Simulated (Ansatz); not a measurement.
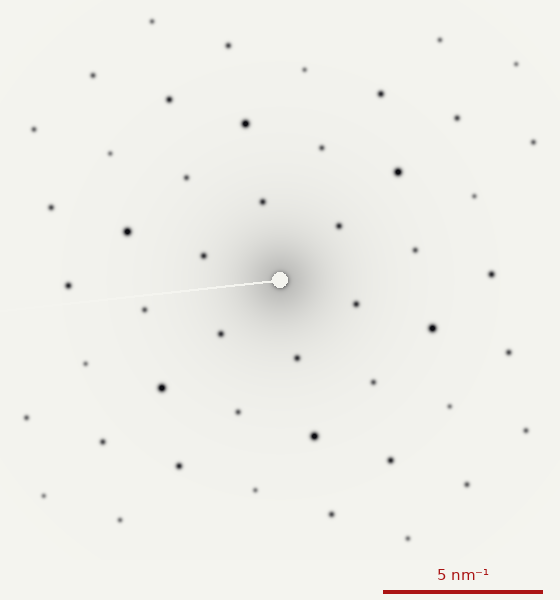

Kinematic zone-axis pattern, calculated for 200 keV electrons with B = 0.3 Å².

What net do the spots form, and what spacings does it show?

The spots form a hexagonal net with both shortest vectors at d = 3.96 Å, 60.0° apart.

What is the point symmetry of the pattern, intensities included?

6. A zero-layer kinematic pattern is always centrosymmetric (Friedel's law). Such a pattern arises along the three- or sixfold axis of a trigonal, hexagonal or cubic crystal.

What was simulated?

This cannot be fixed from one zone alone; the pattern is [001] of As3P, space group R3 (No. 146), a = 7.928 Å, c = 5.134 Å (hexagonal axes). The net vectors are 2 -1 0 and 1 1 0. Structure: the geometry relaxed with DFT PBE, scalar-relativistic, plane waves, PAW (Ansatz 0.2.0); the starting structure was generated, so it need not be a known form of this composition.
